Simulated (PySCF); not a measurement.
```xyz
25

Sn    0.5004    0.5000    0.9396
C     0.2971    0.3644    3.0768
H     0.5773   -0.6443    3.4132
H    -0.7395    0.5647    3.3829
H     0.9534    1.0946    3.5720
C     2.5728    0.4983    0.3665
H     2.9981   -0.4988    0.5486
H     3.1316    1.2380    0.9585
H     2.6847    0.7424   -0.6990
C    -0.4873    2.2664    0.1832
H    -0.0565    3.1667    0.6463
H    -1.5611    2.2282    0.4162
H    -0.3647    2.3408   -0.9070
N    -0.3439   -1.2602    0.2889
C    -0.7736   -1.5084   -1.0738
C     0.2925   -1.0509   -2.0583
C    -2.1324   -0.8934   -1.4131
H    -1.0328   -1.6042    0.9541
H    -0.8721   -2.6063   -1.1999
H     0.4093    0.0472   -2.0326
H     0.0255   -1.3230   -3.0901
H     1.2658   -1.5030   -1.8172
H    -2.0866    0.2067   -1.3536
H    -2.4648   -1.1673   -2.4279
H    -2.9032   -1.2349   -0.7039
```

Geometry: PBE0-D3(BJ)/def2-SVP; core potentials replace the inner electrons of Sn.

Method: B3LYP/def2-SVPD, SCF density, gas phase, scalar-relativistic core potentials on the heavy atoms in PySCF.

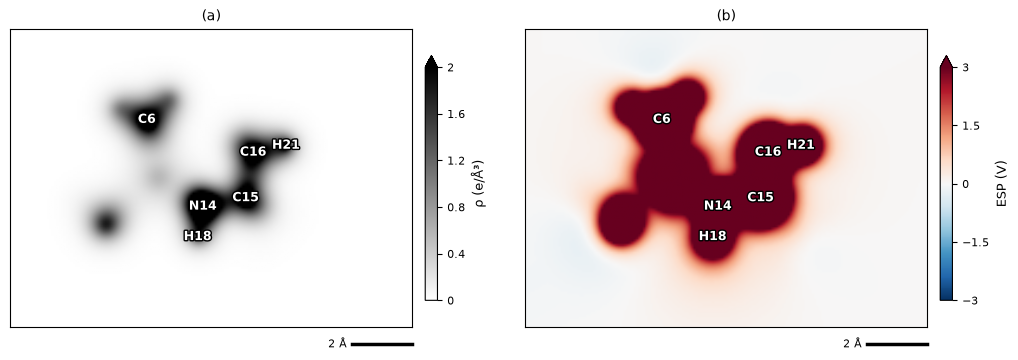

C6H17NSn (SnMe3(NHiPr)). (a) electron density; (b) molecular electrostatic potential on the plane of atoms C15, C16 and H21.

Read the bonding off the picture.

Answer. The section cuts through C, N and H sites.
C–N (1.45 Å): ρ is about 1.9 e/Å³ halfway.
C–C (1.52 Å): ρ is about 1.7 e/Å³ halfway.
N–H (1.02 Å): the density is about 2.8 e/Å³ at the midpoint.
C–H (1.10 Å): the density is about 1.9 e/Å³ at the midpoint.
The potential has no marked negative region in this plane.
